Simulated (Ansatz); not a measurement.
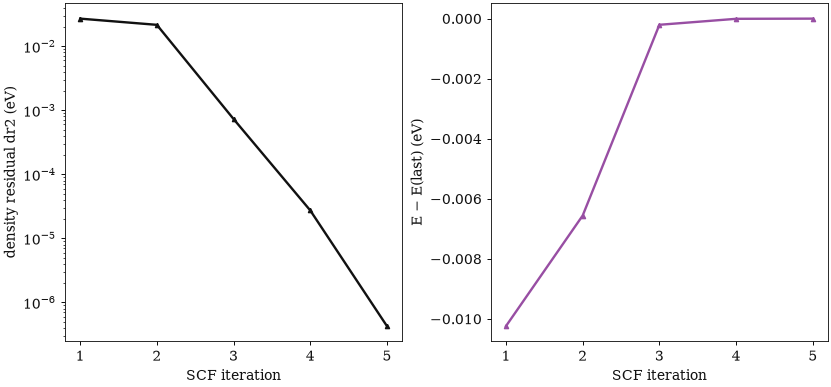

The plot shows the SCF iterations of a calculation: density residual dr2, Harris–Foulkes energy less its last value. The starting density is a sum of atomic densities corrected by a trained network.

GeCl₃ (4 atoms in the cell), run with Ansatz.

```
crystal:
  lattice:
    - [-3.1096439836, 3.1096439836, 2.5626740484]
    - [3.1096439836, -3.1096439836, 2.5626740484]
    - [3.1096439836, 3.1096439836, -2.5626740484]
  atoms:
    - { symbol: Ge, position: [0.5, 0.5, 0.0] }
    - { symbol: Cl, position: [0.75, 0.25, 0.5] }
    - { symbol: Cl, position: [0.25, 0.75, 0.5] }
    - { symbol: Cl, position: [0.0, 0.0, 0.0] }
  symmetry: { detect: false }
basis:
  ecutwfc: 420
  ecutrho_ratio: 4
kpoints:
  mp_grid: { grid: [12, 12, 12] }
hamiltonian:
  xc: pbe
scf:
  occupations: { method: gaussian, width: 0.1 }
output:
  forces: true
  eigenvalues: true
  stress: true
```

Launched with:
```bash
ansatz run input.yaml --threads 1 --pin off --max-ram 2560MiB --backend cpu --events-out ev --progress --plain --runs-dir out
```

Was self-consistency reached?

It was still iterating, at step 5, when the time limit ended it. The residual goes from 0.027 at the first step to 4 × 10⁻⁷ at the last.
